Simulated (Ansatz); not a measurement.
# Run report: BNH$_{5}$ClO$_{2}$, geometry relaxation (part 1 of 2)

The run: geometry relaxation of BNH$_{5}$ClO$_{2}$. Method and program: RHF/6-31G* (Ansatz 0.2.0).

It belongs to a series of runs on one base structure; here: end point B relaxed.

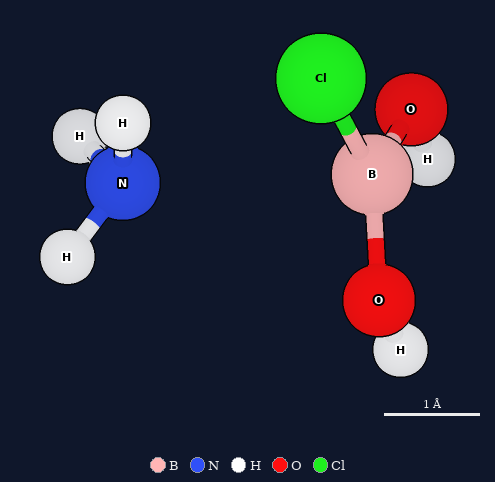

Fig. 1: The starting structure (ball-and-stick view, seen at a tilt). Bond lengths as drawn: B–Cl 1.83 Å, B–O 1.34 Å, H–N 1.00 to 1.03 Å and H–O 0.95 Å.

## Input file
```yaml
crystal:
  periodic: [false, false, false]
  atoms:
    - { symbol: B, position_ang: [-0.095415, 0.517159, -0.475108] }
    - { symbol: "N", position_ang: [-0.036698, 0.011896, 2.229528] }
    - { symbol: H, position_ang: [-0.762618, -0.329804, 2.831745] }
    - { symbol: H, position_ang: [0.837385, -0.13495, 2.69925] }
    - { symbol: O, position_ang: [1.128354, 0.003158, -0.690725] }
    - { symbol: H, position_ang: [1.152296, -0.931267, -0.837674] }
    - { symbol: O, position_ang: [-1.285361, -0.082357, -0.656484] }
    - { symbol: H, position_ang: [-1.253233, -1.023862, -0.746216] }
    - { symbol: Cl, position_ang: [-0.151142, 2.306568, -0.086292] }
    - { symbol: H, position_ang: [-0.163966, 1.02716, 2.151676] }
basis:
  gaussian: { orbitals: "6-31G*" }
hamiltonian:
  xc: hf
relax:
  f_tol: 0.03
  max_steps: 50
```

Run on 1 thread of Arm Neoverse V1, 24 GiB of memory available, shared host.

Launch command:
```bash
ansatz run input.yaml --threads 1 --pin off --max-ram 2048MiB --backend cpu --events-out ev --progress --plain --runs-dir out
```

## The program's output
```
The last accepted step is kept in [file] (removed where the run ends without a failure and the disk answers)
Engine: ansatz 0.2.0, aarch64-unknown-linux-gnu
Functional definition: HF
  exchange = exact_x
  correlation = 0
951 factors; integrals over basis functions are off by at most 3.7e-4 eV
mean field evaluation 1: about -18809.3567 eV, gradient 4.7e1 eV
mean field evaluation 2: about -18809.4164 eV, gradient 4.7e1 eV
mean field evaluation 4: about -18813.6132 eV, gradient 3.1e0 eV
mean field evaluation 8: about -18813.6477 eV, gradient 1.5e-4 eV
mean field -18813.64771342 eV, -691.3888011197 hartree, gradient 1.9e-5 eV, S^2 0.000000; 0 other end points of the search recorded, 0 dependent functions left out
the calculation of the forces begins
reference -18813.64771342 eV, -691.3888011197 hartree; 25, 25 occupied and 64, 64 virtual orbitals, 951 factors
relax step   1: F+E_penalty+E_count = -18813.64771342 eV  Δ(F+E_penalty+E_count) = +0.000e0 eV  max|allowed force component| = 1.124e0 eV/Å  Δτ_max = 0.0000 Å  (34 SCF iters, accepted)
these checks for a lower state are left out or cut short: starts, cluster_reference, orbital_swaps, neighbouring_geometries, increment
951 factors; integrals over basis functions are off by at most 3.6e-4 eV
mean field evaluation 16: about -18813.7156 eV, gradient 1.6e-3 eV
mean field -18813.71560381 eV, -691.3912960456 hartree, gradient 1.6e-5 eV, S^2 0.000000; 0 other end points of the search recorded, 0 dependent functions left out
[... from here on the field's lines of each further geometry are left out, up to the last ...]
relax step   2: F+E_penalty+E_count = -18813.71560381 eV  Δ(F+E_penalty+E_count) = -6.789e-2 eV  max|allowed force component| = 7.218e-1 eV/Å  Δτ_max = 0.1949 Å  (32 SCF iters, accepted)
relax step   3: F+E_penalty+E_count = -18813.73105046 eV  Δ(F+E_penalty+E_count) = -1.545e-2 eV  max|allowed force component| = 3.838e-1 eV/Å  Δτ_max = 0.1041 Å  (31 SCF iters, accepted)
relax step   4: F+E_penalty+E_count = -18813.73474801 eV  Δ(F+E_penalty+E_count) = -3.698e-3 eV  max|allowed force component| = 3.970e-1 eV/Å  Δτ_max = 0.1709 Å  (31 SCF iters, accepted)
relax step   5: F+E_penalty+E_count = -18813.74773219 eV  Δ(F+E_penalty+E_count) = -1.298e-2 eV  max|allowed force component| = 4.015e-1 eV/Å  Δτ_max = 0.0706 Å  (32 SCF iters, accepted)
relax step   6: F+E_penalty+E_count = -18813.75574941 eV  Δ(F+E_penalty+E_count) = -8.017e-3 eV  max|allowed force component| = 1.865e-1 eV/Å  Δτ_max = 0.1009 Å  (31 SCF iters, accepted)
relax step   7: F+E_penalty+E_count = -18813.76887550 eV  Δ(F+E_penalty+E_count) = -1.313e-2 eV  max|allowed force component| = 5.333e-1 eV/Å  Δτ_max = 0.1981 Å  (32 SCF iters, accepted)
relax step   8: F+E_penalty+E_count = -18813.78879922 eV  Δ(F+E_penalty+E_count) = -1.992e-2 eV  max|allowed force component| = 7.286e-1 eV/Å  Δτ_max = 0.1959 Å  (31 SCF iters, accepted)
relax step   9: F+E_penalty+E_count = -18813.82794801 eV  Δ(F+E_penalty+E_count) = -3.915e-2 eV  max|allowed force component| = 5.755e-1 eV/Å  Δτ_max = 0.1910 Å  (32 SCF iters, accepted)
relax step  10: F+E_penalty+E_count = -18813.86720182 eV  Δ(F+E_penalty+E_count) = -3.925e-2 eV  max|allowed force component| = 7.594e-1 eV/Å  Δτ_max = 0.1986 Å  (31 SCF iters, accepted)
relax step  11: F+E_penalty+E_count = -18813.91327729 eV  Δ(F+E_penalty+E_count) = -4.608e-2 eV  max|allowed force component| = 4.825e-1 eV/Å  Δτ_max = 0.1934 Å  (32 SCF iters, accepted)
relax step  12: F+E_penalty+E_count = -18813.94807658 eV  Δ(F+E_penalty+E_count) = -3.480e-2 eV  max|allowed force component| = 3.192e-1 eV/Å  Δτ_max = 0.1651 Å  (32 SCF iters, accepted)
relax step  13: F+E_penalty+E_count = -18813.98088838 eV  Δ(F+E_penalty+E_count) = -3.281e-2 eV  max|allowed force component| = 3.862e-1 eV/Å  Δτ_max = 0.1992 Å  (32 SCF iters, accepted)
relax step  14: F+E_penalty+E_count = -18814.00159601 eV  Δ(F+E_penalty+E_count) = -2.071e-2 eV  max|allowed force component| = 6.257e-1 eV/Å  Δτ_max = 0.1926 Å  (31 SCF iters, accepted)
relax step  15: F+E_penalty+E_count = -18814.02302724 eV  Δ(F+E_penalty+E_count) = -2.143e-2 eV  max|allowed force component| = 2.982e-1 eV/Å  Δτ_max = 0.1200 Å  (32 SCF iters, accepted)
relax step  16: F+E_penalty+E_count = -18814.04740658 eV  Δ(F+E_penalty+E_count) = -2.438e-2 eV  max|allowed force component| = 1.065e-1 eV/Å  Δτ_max = 0.1993 Å  (30 SCF iters, accepted)
relax step  17: F+E_penalty+E_count = -18814.05544224 eV  Δ(F+E_penalty+E_count) = -8.036e-3 eV  max|allowed force component| = 2.764e-1 eV/Å  Δτ_max = 0.1951 Å  (30 SCF iters, accepted)
relax step  18: F+E_penalty+E_count = -18814.04323475 eV  Δ(F+E_penalty+E_count) = +1.221e-2 eV  max|allowed force component| = 7.523e-1 eV/Å  Δτ_max = 0.1782 Å  (31 SCF iters, rejected (line search))
relax step  19: F+E_penalty+E_count = -18814.06432120 eV  Δ(F+E_penalty+E_count) = -8.879e-3 eV  max|allowed force component| = 8.711e-2 eV/Å  Δτ_max = 0.0891 Å  (32 SCF iters, accepted)
relax step  20: F+E_penalty+E_count = -18814.06856896 eV  Δ(F+E_penalty+E_count) = -4.248e-3 eV  max|allowed force component| = 2.097e-2 eV/Å  Δτ_max = 0.0929 Å  (32 SCF iters, accepted)
relax step  21: F+E_penalty+E_count = -18814.06971980 eV  Δ(F+E_penalty+E_count) = -1.151e-3 eV  max|allowed force component| = 2.405e-1 eV/Å  Δτ_max = 0.1464 Å  (31 SCF iters, accepted)
relax step  22: F+E_penalty+E_count = -18814.07196987 eV  Δ(F+E_penalty+E_count) = -2.250e-3 eV  max|allowed force component| = 8.456e-2 eV/Å  Δτ_max = 0.0178 Å  (26 SCF iters, accepted)
relax step  23: F+E_penalty+E_count = -18814.07316167 eV  Δ(F+E_penalty+E_count) = -1.192e-3 eV  max|allowed force component| = 2.344e-2 eV/Å  Δτ_max = 0.0486 Å  (33 SCF iters, accepted)
relax step  24: F+E_penalty+E_count = -18814.07222509 eV  Δ(F+E_penalty+E_count) = +9.366e-4 eV  max|allowed force component| = 2.126e-1 eV/Å  Δτ_max = 0.1702 Å  (31 SCF iters, rejected (line search))
relax step  25: F+E_penalty+E_count = -18814.07414327 eV  Δ(F+E_penalty+E_count) = -9.816e-4 eV  max|allowed force component| = 2.862e-2 eV/Å  Δτ_max = 0.0831 Å  (32 SCF iters, accepted)
relax step  26: F+E_penalty+E_count = -18814.07394545 eV  Δ(F+E_penalty+E_count) = +1.978e-4 eV  max|allowed force component| = 1.420e-1 eV/Å  Δτ_max = 0.0976 Å  (32 SCF iters, rejected (line search))
the calculation of the forces begins
reference -18814.07476583 eV, -691.4044950063 hartree; 25, 25 occupied and 64, 64 virtual orbitals, 951 factors
relax step  27: F+E_penalty+E_count = -18814.07476583 eV  Δ(F+E_penalty+E_count) = -6.226e-4 eV  max|allowed force component| = 2.768e-2 eV/Å  Δτ_max = 0.0478 Å  (33 SCF iters, accepted)
```

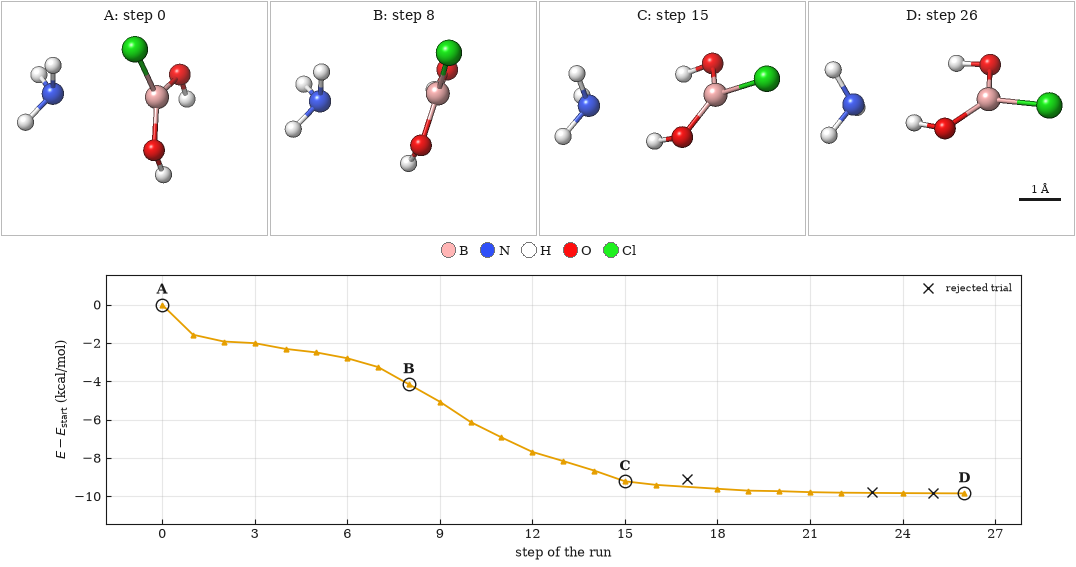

Fig. 2: Frames of the relaxation (ball-and-stick view, seen at a tilt) above the curves, on which the letters mark them (the first geometry is step 0 here and step 1 in the log).

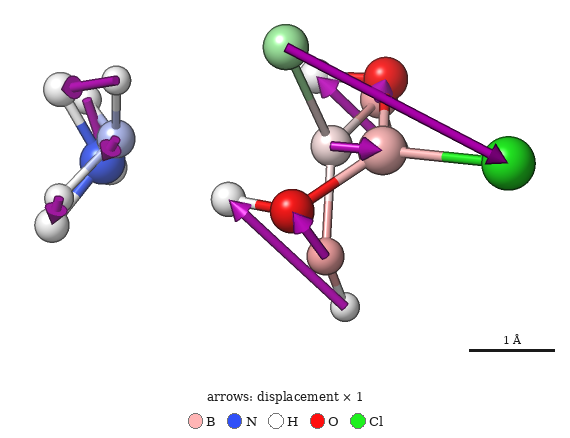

Fig. 3: Start (faint) and end (solid) with the displacements as pink arrows, at true length (ball-and-stick view, seen at a tilt). The two geometries are laid on each other by the best rigid fit. Cl9 moves most after the best rigid fit: 2.97 Å. By element the largest moves are Cl 2.97 Å, H 1.92 Å, O 0.73 Å, B 0.66 Å, N 0.40 Å. Among the contacts that change: B1–Cl9 1.832 → 1.780 Å, N2–H10 1.026 → 1.004 Å, O5–H6 0.946 → 0.957 Å, B1–O7 1.345 → 1.352 Å. Among the angles that change: O5–B1–O7 127.8° → 124.6°, O5–B1–Cl9 115.8° → 118.4°, B1–O7–H8 115.2° → 112.7°. After 26 geometry steps the energy has fallen by 9.85 kcal/mol. Largest force component: 1.1 eV/Å at the start, 0.028 eV/Å at the end. The line search rejected the trial steps at points 17, 23, 25 (counted from 0) and went back. (Atoms are counted from 1 in the order of the input.)

```
951 factors; integrals over basis functions are off by at most 3.7e-4 eV
mean field -18814.07476583 eV, -691.4044950063 hartree, gradient 1.6e-5 eV, S^2 0.000000; 1 other end points of the search recorded, 0 dependent functions left out
the calculation of the forces begins
reference -18814.07476583 eV, -691.4044950063 hartree; 25, 25 occupied and 64, 64 virtual orbitals, 951 factors
Total energy: -18814.07476583 eV, -691.4044950063 hartree
Atom 0 at    -0.128341     0.812272    -1.058569 Å, force    -0.009461    -0.011968     0.019791 eV/Å
Atom 1 at     0.129033    -0.529520     2.328945 Å, force     0.001483    -0.001828    -0.007361 eV/Å
Atom 2 at    -0.475140    -1.324953     2.429862 Å, force     0.000888    -0.000593    -0.002734 eV/Å
Atom 3 at     1.041690    -0.825242     2.626301 Å, force    -0.001509     0.004167     0.002969 eV/Å
Atom 4 at     0.966545     0.580012    -0.322904 Å, force    -0.010912     0.001297    -0.004729 eV/Å
Atom 5 at     0.765677     0.217880     0.539392 Å, force     0.003844     0.000722    -0.004736 eV/Å
Atom 6 at    -1.394145     0.572463    -0.648390 Å, force     0.009318    -0.000268     0.006947 eV/Å
Atom 7 at    -1.433879     0.216725     0.229636 Å, force     0.004706     0.011275    -0.027680 eV/Å
Atom 8 at     0.077901     1.483394    -2.693710 Å, force    -0.001015    -0.004124     0.013262 eV/Å
Atom 9 at    -0.179740     0.160670     2.989137 Å, force     0.002657     0.001320     0.004270 eV/Å
Dipole moment:    -0.095940    -0.589649     1.470140 e Å
```

## Trajectory as extended XYZ (Å, eV, eV/Å), 21 of the 27 frames kept, from step=1 to step=27
```
10
Properties=species:S:1:pos:R:3:forces:R:3 step=1 energy=-18813.64771
B    -0.0954    0.5172   -0.4751   -0.0231   0.8616   0.1212
N    -0.0367    0.0119    2.2295   -0.1270   0.9929  -0.0453
H    -0.7626   -0.3298    2.8317   -0.0043   0.0005   0.0045
H     0.8374   -0.1349    2.6993    0.0046  -0.0018   0.0064
O     1.1284    0.0032   -0.6907   -0.0045  -0.0128  -0.0013
H     1.1523   -0.9313   -0.8377    0.0080  -0.0054   0.0062
O    -1.2854   -0.0824   -0.6565    0.0007  -0.0131   0.0113
H    -1.2532   -1.0239   -0.7462   -0.0031   0.0034  -0.0053
Cl   -0.1511    2.3066   -0.0863    0.0203  -0.7015  -0.3873
H    -0.1640    1.0272    2.1517    0.1285  -1.1238   0.2897
10
Properties=species:S:1:pos:R:3:forces:R:3 step=2 energy=-18813.71560
B    -0.0959    0.5457   -0.5437   -0.0405   0.7218  -0.0064
N    -0.0412    0.0179    2.2840   -0.0632   0.4506   0.1483
H    -0.7571   -0.3910    2.8596    0.0715   0.0288  -0.0644
H     0.8409   -0.1806    2.7225   -0.0616   0.0046  -0.0359
O     1.1278    0.0160   -0.7249    0.0040  -0.1517   0.0319
H     1.1508   -0.9273   -0.8173   -0.0040   0.1070   0.0216
O    -1.2850   -0.0679   -0.6875    0.0144  -0.1187   0.0359
H    -1.2504   -1.0140   -0.7295    0.0005   0.0899   0.0073
Cl   -0.1523    2.3419   -0.2780    0.0186  -0.6024  -0.1211
H    -0.1681    1.0230    2.3346    0.0603  -0.5298  -0.0173
10
Properties=species:S:1:pos:R:3:forces:R:3 step=4 energy=-18813.73475
B    -0.1009    0.6274   -0.5922   -0.0012  -0.2887  -0.3970
N    -0.0343   -0.0910    2.2911    0.0054   0.1028  -0.0836
H    -0.7458   -0.4564    2.8971    0.0242   0.0627   0.0007
H     0.8503   -0.2343    2.7411   -0.0150   0.0080   0.0231
O     1.1163    0.0620   -0.6983    0.1048   0.3637   0.0623
H     1.1232   -0.8767   -0.6452    0.0117  -0.3526   0.0585
O    -1.2813   -0.0154   -0.6620   -0.1228   0.3395   0.0488
H    -1.2275   -0.9520   -0.5950    0.0088  -0.3345   0.0663
Cl   -0.1573    2.3958   -0.5455   -0.0053   0.2822   0.1035
H    -0.1732    0.9043    2.2285   -0.0107  -0.1831   0.1176
10
Properties=species:S:1:pos:R:3:forces:R:3 step=5 energy=-18813.74773
B    -0.1003    0.6351   -0.6388    0.0046  -0.4015  -0.0450
N    -0.0408   -0.0845    2.3043    0.0297  -0.0006   0.0415
H    -0.7401   -0.4755    2.9103    0.0476   0.0516  -0.0324
H     0.8520   -0.2503    2.7337   -0.0708   0.0292  -0.0171
O     1.1192    0.0644   -0.7128    0.0269   0.1249  -0.0103
H     1.1280   -0.8776   -0.6323   -0.0232  -0.0256   0.0285
O    -1.2822   -0.0117   -0.6780   -0.0331   0.1074  -0.0354
H    -1.2295   -0.9510   -0.5825    0.0175  -0.0124   0.0369
Cl   -0.1560    2.4037   -0.5825   -0.0024   0.2365  -0.0004
H    -0.1806    0.9112    2.2984    0.0032  -0.1096   0.0337
```
